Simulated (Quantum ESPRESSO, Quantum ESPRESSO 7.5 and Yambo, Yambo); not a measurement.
# NaCl (Fm-3m): G0W0 on several meshes in Yambo

Wanted: mesh dependence and cost of G0W0 for NaCl (Fm-3m).

Program: Quantum ESPRESSO 7.5 and Yambo 5.3.0. Level of theory: PBE and many-body steps on it, plane waves. Results are calculated unless marked as measured.

The database entry behind the starting cell differs from later determinations by our own check (an axis about 0.4 % short against later determinations), so it need not match the best structure at ambient conditions.

## Step 1: Starting point

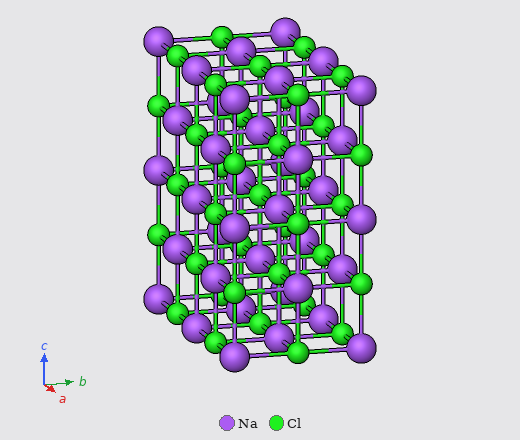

The starting structure, seen slightly off an axis (sodium purple, chlorine green). 2×1×2 cells are drawn. This picture shows the conventional cell, with its axes. Some periodic images of atoms are drawn too.

Coordinates:

```cif
data_structure
_symmetry_space_group_name_H-M 'P 1'
_symmetry_Int_Tables_number 1
_cell_length_a 3.9739
_cell_length_b 3.9739
_cell_length_c 3.9739
_cell_angle_alpha 60.000
_cell_angle_beta 60.000
_cell_angle_gamma 60.000
_cell_volume 44.38
loop_
_atom_site_label
_atom_site_type_symbol
_atom_site_fract_x
_atom_site_fract_y
_atom_site_fract_z
_atom_site_occupancy
Na1 Na 0.00000 0.00000 0.00000 1
Cl2 Cl 0.50000 0.50000 0.50000 1
```

The cell and positions come from the Crystallography Open Database and are kept as given unless a step says otherwise.

## Step 2: Empty states on the mesh, 2×2×2 mesh, 140 bands

This step: Quantum ESPRESSO 7.5; DFT, PBE, plane waves, norm-conserving pseudopotentials.

The sums over transitions need many empty states on a uniform mesh; this step solves for them.

pw.in reads:

```
&control
  calculation = 'nscf'
  prefix = 'x'
  outdir = 'o'
  pseudo_dir = 'pseudo'
/
&system
  ibrav = 0
  nat = 2
  ntyp = 2
  ecutwfc = 76.0
  nbnd = 140
  force_symmorphic = .true.
/
&electrons
  conv_thr = 1e-9
  electron_maxstep = 80
  diago_full_acc = .true.
  diago_thr_init = 5e-6
/
ATOMIC_SPECIES
  Na 22.99 Na.upf
  Cl 35.45 Cl.upf
CELL_PARAMETERS angstrom
  0.0000000000 2.8100000000 2.8100000000
  2.8100000000 0.0000000000 2.8100000000
  2.8100000000 2.8100000000 0.0000000000
ATOMIC_POSITIONS crystal
  Na 0.0000000000 0.0000000000 0.0000000000
  Cl 0.5000000000 0.5000000000 0.5000000000
K_POINTS automatic
  2 2 2 0 0 0
```

Started as:

```sh
$ OMP_NUM_THREADS=1 mpirun -n 4 pw.x -nk 4 -in pw.in > pw.out
```

Log:

```text
Program PWSCF v.7.5 starts

     This program is part of the open-source Quantum ESPRESSO suite
     for quantum simulation of materials; please cite
         "P. Giannozzi et al., J. Phys.:Condens. Matter 21 395502 (2009);
         "P. Giannozzi et al., J. Phys.:Condens. Matter 29 465901 (2017);
         "P. Giannozzi et al., J. Chem. Phys. 152 154105 (2020);
     in publications or presentations arising from this work. More details at

     Atomic positions and unit cell read from directory:
     o/x.save/

     Message from routine setup:
[...]
114.5528 114.6962 116.0080 116.0080

          k =-0.7071 0.0000 0.0000 (  3338 PWs)   bands (ev):

[...]
73.5413  74.3820  74.5548  74.5548  75.5931  75.9152  77.0276  77.6332
     [... 6 further rows ...]
   111.5918 112.2222 112.3327 113.2321 113.2321 113.7004 113.7004 115.4483
   116.7198 117.2561 119.9939 120.7111

     highest occupied, lowest unoccupied level (ev):     1.1413    6.2911

     XML data file, pseudopotentials, collected wavefunctions

=------------------------------------------------------------------------------=
   JOB DONE.
=------------------------------------------------------------------------------=
```

It took 5.3 s on 4 MPI ranks of Arm Neoverse V1, shared host; peak memory 0.32 GiB; 21 s of CPU time.

This step gave:

| Property | Result |
| --- | --- |
| gap | 5.150 eV |
| k of the valence top | 0, 0, 0 |
| k of the conduction bottom | 0, 0, 0 |
| least direct gap | 5.150 eV |
| k points computed | 3 |
| lowest point of the top converged band, above the valence top | 110.2814 eV |

On this mesh the gap is 5.150 eV.

The density comes from a self-consistent run that is not shown.

## Step 3: Conversion and set-up

This step: Yambo 5.3.0; conversion and set-up on PBE, plane waves, norm-conserving pseudopotentials.

The states are converted to the many-body program's format and the q mesh is built.

Started as:

```sh
$ (cd o/x.save; p2y > p2y.log; mv SAVE ../..); yambo > setup.log
```

Log:

```text
 Yambo, version 5.3.0

 [02] CORE Variables Setup
 =========================

  [02.01] Unit cells
  ==================

  Cell kind             :  FCC
  Atoms in the cell     :  Na  Cl
  number of Na atoms    :  1
  number of Cl atoms    :  1

  List of atomic masses
  Mass of Na    :  22.99000
  Mass of Cl    :  35.45000

  List of atomic coordinates    : [cc]
  Na1       :  0.000000  0.000000  0.000000  order 1
  Cl1       :  5.310130  5.310130  5.310130  order 2

  Alat factors          :  5.310130  5.310130  5.310130 [a.u.]
  Direct lattice volume :  299.4646 [a.u.]
[...]
0.000000  0.000000  0.000000  0.000000  0.000000  0.000000  0.000000  0.000000

 [03] Transferred momenta grid and indexing
 ==========================================

 IBZ Q-points                                      :  3
 BZ  Q-points                                      :   8

 K/Q-points units:
 rlu = crystal or reduced units; cc = cartesian coordinates; iku = interal k-units

 Q [1]          [rlu]:  0.000000  0.000000  0.000000
 Q [2]          [rlu]: -0.61529E-17 -0.61529E-17 -0.50000
 Q [3]          [rlu]: -0.31603E-17 -0.50000     -0.50000

  [03.01] X indexes
  =================

   [03.01.01] Sigma indexes
   ========================

 [06] Game Over & Game summary
```

Run time: 2.2 s. Hardware: 1 MPI rank; peak memory 0.24 GiB.

## Step 4: 2×2×2

Now the one-shot GW correction: screening in the RPA, then the self-energy of the levels asked for.

This step: G0W0 on PBE, plane waves, norm-conserving pseudopotentials.

gw13.in reads:

```
HF_and_locXC
gw0
dyson
ppa
em1d
rim_cut
RandQpts= 1000000
RandGvec= 1 RL
EXXRLvcs= 76 Ry
VXCRLvcs= 304 Ry
Chimod= "HARTREE"
% BndsRnXp
 1 | 140 |
%
NGsBlkXp= 15.5 Ry
% LongDrXp
 1 | 1 | 1 |
%
% GbndRnge
 1 | 140 |
%
DysSolver= "n"
ExtendOut
PPAPntXp= 27.21138 eV
% QPkrange
 1 | 1 | 7 | 10 |
%
```

Started as:

```sh
$ OMP_NUM_THREADS=1 mpirun -n 4 yambo -F gw13.in -J gw13 -C gw13 > gw13.log
```

Log:

```text
 Yambo, version 5.3.0

 [02] CORE Variables Setup
 =========================

  [... cell, symmetries and grids as in the set-up ...]

  [02.05] Energies & Occupations
  ==============================

  [X] === General ===
  [X] Electronic Temperature                        :  0.000000  0.000000 [eV K]
  [X] Bosonic    Temperature                        :  0.000000  0.000000 [eV K]
  [X] Finite Temperature mode                       : no
  [X] El. density                                   :  0.36055E+24 [cm-3]
  [X] Fermi Level                                   :  1.141321 [eV]

  [X] === Gaps and Widths ===
  [X] Conduction Band Min                           :  5.149762 [eV]
  [X] Valence Band Max                              :  0.000000 [eV]
  [X] Filled Bands                                  :   8
  [X] Empty Bands                                   :    9  140
  [X] Direct Gap                                    :  5.149762 [eV]
  [X] Direct Gap localized at k                     :  1
  [X] Indirect Gap                                  :  5.149762 [eV]
  [X] Indirect Gap between kpts                     :  1  1
  [X] Last valence band width                       :  0.605297 [eV]
  [X] 1st conduction band width                     :  2.398853 [eV]

 [03] Transferred momenta grid and indexing
 ==========================================

 IBZ Q-points                                      :  3
 BZ  Q-points                                      :   8

 K/Q-points units:
 rlu = crystal or reduced units; cc = cartesian coordinates; iku = interal k-units

 Q [1]          [rlu]:  0.000000  0.000000  0.000000
 Q [2]          [rlu]: -0.61529E-17 -0.61529E-17 -0.50000
 Q [3]          [rlu]: -0.31603E-17 -0.50000     -0.50000

 [04] Coloumb potential Random Integration (RIM)
 ===============================================

  [04.01] RIM initialization
  ==========================

  * Diagonal components only detected *

  8 x (sBL volume)        :  0.828312 [a.u.]
  sBZ random points       :  1000000
  Points outside the sBZ  :   7996195
  RL volume               :  0.828312 [a.u.]
  Integrated volume       :  0.828706 [a.u.]

  [04.02] RIM integrals
  =====================

  Gamma point sphere radius             :  0.170352 [a.u.]
  Points outside the sphere             :   799659
  [Int_sBZ(q=0) 1/q^2]*(Vol_sBZ)^(-1/3) =:  7.764404
                                 should be <:  7.795600

  Summary of Coulomb integrals for non-metallic bands |Q|[au] RIM/Bare

  Q [1] 0.100000E-4 0.995998 * Q [2] 0.512360 1.064860
  Q [3] 0.591623 1.063764

 [05] Dipoles
 ============

  [05.01] Setup: observables and procedures
  =========================================

 [06] Dynamic Dielectric Matrix (PPA)
 ====================================

 [WR./gw13//ndb.pp]--------------------------------------------------------------
  Brillouin Zone Q/K grids (IBZ/BZ)                :   3   8   3   8
  RL vectors                                       :   3943 [WF]
  Coulomb cutoff potential                         : none
  Electronic Temperature                           :  0.000000 [K]
  Bosonic    Temperature                           :  0.000000 [K]
  PPA    diel. fun.  energies                      : Perdew, Burke & Ernzerhof(X)+Perdew, Burke & Ernzerhof(C)
  wavefunctions                                    : Perdew, Burke & Ernzerhof(X)+Perdew, Burke & Ernzerhof(C)
  Global Gauge                                     : length
  X matrix size                                    :   339
  X band range                                     :    1  140
  X e/h energy range                               : -1.000000 -1.000000 [eV]
  X Time ordering                                  : R
  X Hxc Kernel                                     : HARTREE
  X Drude frequency                                :  0.000000  0.000000
  X poles                                          :  100.0000 [o/o]
  RL vectors in the sum                            :   3943
  [r,Vnl] included                                 : yes
  Field direction                                  :  0.577350E-5  0.577350E-5  0.577350E-5
  BZ energy Double Grid                            : no
  BZ energy DbGd points                            : 0
  BZ Q point size factor                           : -1.000000
  X Optical Averaged directions                    : none

 [07] Local Exchange-Correlation + Non-Local Fock
 ================================================

 [VXC] Plane waves :  26813
 [EXS] Plane waves :   3479

 QP @ state[ 1 ] K range:  1  1
 QP @ state[ 1 ] b range:   7  10

 [xc] Functional : Perdew, Burke & Ernzerhof(X)+Perdew, Burke & Ernzerhof(C)
 [xc] LIBXC used to calculate xc functional
  PP Number of Atomic Species                      :  2
  NLCC RL compoments                               :  26813
  PP Number of Atomic Species                      :  2
  NLCC RL compoments                               :  26813

 [xc] E_xc :  -9.878656 [Ha]
      E_xc :  -19.75731 [Ry]

  Local XC kind (lXC) : Perdew, Burke & Ernzerhof(X)+Perdew, Burke & Ernzerhof(C)
  Non-Local XC kind (nlXC) : Hartree-Fock

  Corrections @ K [1] :  [eV]
 <7|nlXC|7> = -18.77807  0.20344E-16 <7|lXC|7> = -14.53063  0.18882E-15
 <8|nlXC|8> = -18.77807  0.18152E-17 <8|lXC|8> = -14.53063  0.94408E-16
 <9|nlXC|9> = -3.775492  0.47558E-17 <9|lXC|9> = -8.072418 -0.18882E-15
 <10|nlXC|10> = -3.471111 -0.51383E-17 <10|lXC|10> = -8.307851  0.000000

 [08] Dyson equation: Newton solver
 ==================================

  [08.01] G0W0 (W PPA)
  ====================

  [  GW  ] Bands range     :    1  140
  [GW/PPA] G damping       :  0.100000 [eV]

  QP @ state[ 1 ] K range:  1  1
  QP @ state[ 1 ] b range:   7  10

   Sc/G bands                                       :    1  140
   Sc/G damping                                     :  0.100000 ev
   Sc bands terminator                              : no
   Sx RL components                                 :   3479

   QP @ state[ 1 ] K range                          :  1  1
   QP @ state[ 1 ] b range                          :   7  10
   GF energies kind                                 : Perdew, Burke & Ernzerhof(X)+Perdew, Burke & Ernzerhof(C)
   GF WF`s kind                                     : Perdew, Burke & Ernzerhof(X)+Perdew, Burke & Ernzerhof(C)
   Xs energies kind                                 : Perdew, Burke & Ernzerhof(X)+Perdew, Burke & Ernzerhof(C)
   Xs WF`s kind                                     : Perdew, Burke & Ernzerhof(X)+Perdew, Burke & Ernzerhof(C)

 [11] Game Over & Game summary
```

Wall time 10 s (4 MPI ranks); peak memory 1.3 GiB; 37 s of CPU time.

Numbers from this step:

```yaml
g0w0_gap_on_the_points_computed: 7.917 eV
starting_gap_on_the_mesh: 5.150 eV
k_of_the_valence_top: 0, 0, 0
k_of_the_conduction_bottom: 0, 0, 0
least_direct_g0w0_gap_on_the_computed_points: 7.917 eV
z_at_the_valence_top: 0.8135
z_at_the_conduction_bottom: 0.8598
```

The gap on the mesh goes from 5.15 eV to 7.92 eV, a correction of +2.77 eV.

## Step 5: Empty states on the mesh, 6×6×6 mesh, 140 bands

This step: Quantum ESPRESSO 7.5; DFT, PBE, plane waves, norm-conserving pseudopotentials.

pw.in, as its differences from that of step 2:

```diff
@@ -31,2 +31,2 @@
 K_POINTS automatic
-  2 2 2 0 0 0
+  6 6 6 0 0 0
```

Started as:

```sh
$ OMP_NUM_THREADS=1 mpirun -n 4 pw.x -nk 4 -in pw.in > pw.out
```

Log:

```text
[banner, memory and clock lines left out]
Program PWSCF v.7.5 starts

     Atomic positions and unit cell read from directory:
     o/x.save/

     Message from routine setup:
     using ibrav=0 with symmetry is DISCOURAGED, use correct ibrav instead

     G-vector sticks info

     bravais-lattice index     =            0
     lattice parameter (alat)  =       7.5097  a.u.
     unit-cell volume          =     299.4646 (a.u.)^3
     number of atoms/cell      =            2
     number of atomic types    =            2
     number of electrons       =        16.00
[...]
[... 6 further rows ...]
[...]
114.2133 114.8380 114.8640 114.8640

          k = 0.2357 0.2357-0.2357 (  3356 PWs)   bands (ev):

[...]
72.2496  74.2144  74.2144  75.0447  75.6934  75.6934  76.2067  78.7991
     [... 6 further rows ...]
   109.9959 110.1017 111.0798 111.2426 111.2426 111.7676 111.7676 112.0283
   112.0283 112.4327 112.4327 113.4925

          k =-0.3536-0.3536 0.3536 (  3354 PWs)   bands (ev):

     [... further k-points ...]

     highest occupied, lowest unoccupied level (ev):     1.1413    6.2911

     XML data file, pseudopotentials, collected wavefunctions
```

It took 19 s on 4 MPI ranks; peak memory 0.36 GiB.

This step gave:

* gap: 5.150 eV
* k of the valence top: 0, 0, 0
* k of the conduction bottom: 0, 0, 0
* least direct gap: 5.150 eV
* k points computed: 16
* lowest point of the top converged band, above the valence top: 110.2814 eV

On this mesh the gap is 5.150 eV.

## Step 6: Conversion and set-up

This step: Yambo 5.3.0; conversion and set-up on PBE, plane waves, norm-conserving pseudopotentials.

Started as:

```sh
$ (cd o/x.save; p2y > p2y.log; mv SAVE ../..); yambo > setup.log
```

Log:

```text
 Yambo, version 5.3.0

 [02] CORE Variables Setup
 =========================

  [02.01] Unit cells
  ==================

  Cell kind             :  FCC
  Atoms in the cell     :  Na  Cl
  number of Na atoms    :  1
  number of Cl atoms    :  1

  List of atomic masses
  Mass of Na    :  22.99000
  Mass of Cl    :  35.45000

  List of atomic coordinates    : [cc]
  Na1       :  0.000000  0.000000  0.000000  order 1
  Cl1       :  5.310130  5.310130  5.310130  order 2

  Alat factors          :  5.310130  5.310130  5.310130 [a.u.]
  Direct lattice volume :  299.4646 [a.u.]
[...]
Q [ 1]         [rlu]:  0.000000  0.000000  0.000000
 Q [ 2]         [rlu]:  0.30949E-17  0.30949E-17  0.16667
 Q [ 3]         [rlu]:  0.61897E-17  0.61897E-17  0.33333
[...]
Q [ 8]         [rlu]: -0.61529E-17  0.16667     -0.33333
 Q [ 9]         [rlu]: -0.61897E-17  0.16667     -0.16667
 Q [10]         [rlu]:  0.25564E-16  0.33333      0.33333
     [... 4 further rows ...]
 Q [15]         [rlu]:  0.166667  0.333333 -0.333333
 Q [16]         [rlu]:  0.166667 -0.500000 -0.333333

  [03.01] X indexes
  =================

   [03.01.01] Sigma indexes
   ========================

 [06] Game Over & Game summary
```

It took 2.6 s on 1 MPI rank; peak memory 0.24 GiB.

## Step 7: 6×6×6

This step: G0W0 on PBE, plane waves, norm-conserving pseudopotentials.

gw14.in reads:

```
HF_and_locXC
gw0
dyson
ppa
em1d
rim_cut
RandQpts= 1000000
RandGvec= 1 RL
EXXRLvcs= 76 Ry
VXCRLvcs= 304 Ry
Chimod= "HARTREE"
% BndsRnXp
 1 | 140 |
%
NGsBlkXp= 15.5 Ry
% LongDrXp
 1 | 1 | 1 |
%
% GbndRnge
 1 | 140 |
%
DysSolver= "n"
ExtendOut
PPAPntXp= 27.21138 eV
% QPkrange
 1 | 1 | 7 | 10 |
%
```

Started as:

```sh
$ OMP_NUM_THREADS=1 mpirun -n 4 yambo -F gw14.in -J gw14 -C gw14 > gw14.log
```

Log:

```text
 Yambo, version 5.3.0

 [02] CORE Variables Setup
 =========================

  [... cell, symmetries and grids as in the set-up ...]

  [02.05] Energies & Occupations
  ==============================

  [X] === General ===
  [X] Electronic Temperature                        :  0.000000  0.000000 [eV K]
  [X] Bosonic    Temperature                        :  0.000000  0.000000 [eV K]
  [X] Finite Temperature mode                       : no
  [X] El. density                                   :  0.36055E+24 [cm-3]
  [X] Fermi Level                                   :  1.141321 [eV]

  [X] === Gaps and Widths ===
  [X] Conduction Band Min                           :  5.149762 [eV]
  [X] Valence Band Max                              :  0.000000 [eV]
  [X] Filled Bands                                  :   8
  [X] Empty Bands                                   :    9  140
  [X] Direct Gap                                    :  5.149762 [eV]
  [X] Direct Gap localized at k                     :  1
  [X] Indirect Gap                                  :  5.149762 [eV]
  [X] Indirect Gap between kpts                     :  1  1
  [X] Last valence band width                       :  0.725275 [eV]
  [X] 1st conduction band width                     :  3.776292 [eV]

 [03] Transferred momenta grid and indexing
 ==========================================

 IBZ Q-points                                      :  16
 BZ  Q-points                                      :  216

 K/Q-points units:
 rlu = crystal or reduced units; cc = cartesian coordinates; iku = interal k-units

 Q [ 1]         [rlu]:  0.000000  0.000000  0.000000
 Q [ 2]         [rlu]:  0.30949E-17  0.30949E-17  0.16667
 Q [ 3]         [rlu]:  0.61897E-17  0.61897E-17  0.33333
[...]
================================================

 [VXC] Plane waves :  26813
 [EXS] Plane waves :   3479

 QP @ state[ 1 ] K range:  1  1
 QP @ state[ 1 ] b range:   7  10

 [xc] Functional : Perdew, Burke & Ernzerhof(X)+Perdew, Burke & Ernzerhof(C)
 [xc] LIBXC used to calculate xc functional
  PP Number of Atomic Species                      :  2
  NLCC RL compoments                               :  26813
  PP Number of Atomic Species                      :  2
  NLCC RL compoments                               :  26813

 [xc] E_xc :  -9.855091 [Ha]
      E_xc :  -19.71018 [Ry]

  Local XC kind (lXC) : Perdew, Burke & Ernzerhof(X)+Perdew, Burke & Ernzerhof(C)
  Non-Local XC kind (nlXC) : Hartree-Fock

  Corrections @ K [1] :  [eV]
 <7|nlXC|7> = -18.93294  0.31001E-18 <7|lXC|7> = -14.49290 -0.94411E-16
 <8|nlXC|8> = -18.93298 -0.38887E-17 <8|lXC|8> = -14.49290 -0.28322E-15
 <9|nlXC|9> = -4.242069 -0.29505E-18 <9|lXC|9> = -8.179060 -0.18879E-15
 <10|nlXC|10> = -3.623254 -0.28855E-17 <10|lXC|10> = -8.377307  0.94408E-16

 [08] Dyson equation: Newton solver
 ==================================

  [08.01] G0W0 (W PPA)
  ====================

  [  GW  ] Bands range     :    1  140
  [GW/PPA] G damping       :  0.100000 [eV]

  QP @ state[ 1 ] K range:  1  1
  QP @ state[ 1 ] b range:   7  10

   Sc/G bands                                       :    1  140
   Sc/G damping                                     :  0.100000 ev
   Sc bands terminator                              : no
   Sx RL components                                 :   3479

   QP @ state[ 1 ] K range                          :  1  1
   QP @ state[ 1 ] b range                          :   7  10
   GF energies kind                                 : Perdew, Burke & Ernzerhof(X)+Perdew, Burke & Ernzerhof(C)
   GF WF`s kind                                     : Perdew, Burke & Ernzerhof(X)+Perdew, Burke & Ernzerhof(C)
   Xs energies kind                                 : Perdew, Burke & Ernzerhof(X)+Perdew, Burke & Ernzerhof(C)
   Xs WF`s kind                                     : Perdew, Burke & Ernzerhof(X)+Perdew, Burke & Ernzerhof(C)

 [11] Game Over & Game summary
```

Wall time 9.9 min (4 MPI ranks); peak memory 2.1 GiB; 40 min of CPU time.

Numbers from this step:

```yaml
g0w0_gap_on_the_points_computed: 8.092 eV
starting_gap_on_the_mesh: 5.150 eV
k_of_the_valence_top: 0, 0, 0
k_of_the_conduction_bottom: 0, 0, 0
least_direct_g0w0_gap_on_the_computed_points: 8.092 eV
z_at_the_valence_top: 0.8131
z_at_the_conduction_bottom: 0.8675
```

Against G0W0 in Yambo (2×2×2 mesh, 140 bands, screening to 210.9 eV, Godby-Needs plasmon pole), the gap moves by +0.175 eV.

## Step 8: The runs together

Times are wall times on 4 MPI ranks of Arm Neoverse V1, shared host, good to a factor of about two.

```csv
run,mesh,bands,screening cutoff (eV),DFT gap (eV),gap on the mesh (eV),direct (eV),time
2×2×2,2×2×2,140,210.9,5.150,7.917,7.917,10 s
6×6×6,6×6×6,140,210.9,5.150,8.092,8.092,9.9 min
```

## Step 9: Summary of results

```json
{"2×2×2": "7.917 eV", "6×6×6": "8.092 eV", "known limits": "not at the basis limit; coarse k mesh"}
```

**Reading.** 6×6×6: +0.175 eV against 2×2×2. Bands and cutoff are finite, so the gap is not at the basis limit. The miss can reach some tenths of an eV and take either sign; the mesh is an error of its own. In the G0W0 runs levels were corrected at 1 k point alone, so a gap called «on the mesh» is the least over those, and an edge elsewhere would be missed. The 2×2×2 mesh is coarse for this cell, which bears on the long-range parts of exchange and screening.

[Paths, hosts, dates, memory and timing lines, banners, echoed tables and standing remarks are left out of the program output.]

[Logs are printed without paths, hosts, clocks, repeated set-up lines and the standing remarks that a program may print on its own settings, such as how far it seeks lower states.]

[Runs of the session that timed out or met a known fault of the program may be left out.]

[Hosts, paths, dates, database ids (printed as entryN), source tags and the programs' standing remarks are cut or masked in the printed files.]
